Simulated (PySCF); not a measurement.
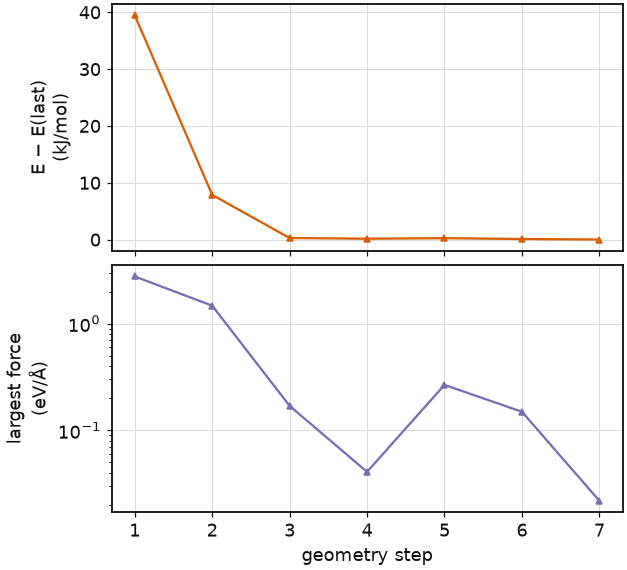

History of a geometry optimisation. The run: [WO3Br]- (SMILES [O]=[W-](=[O])(=[O])[Br]) (charge −1), by PBE0-D3(BJ)/def2-SVP, geometry optimisation (PySCF 2.14.0, density fitting).

The optimisation met its thresholds at geometry 7, counting the start as the first. The energy fell by about 39 kJ/mol from the first step to the last. The largest force goes from about 2.8 eV/Å at the start to 0.022 eV/Å at the end.
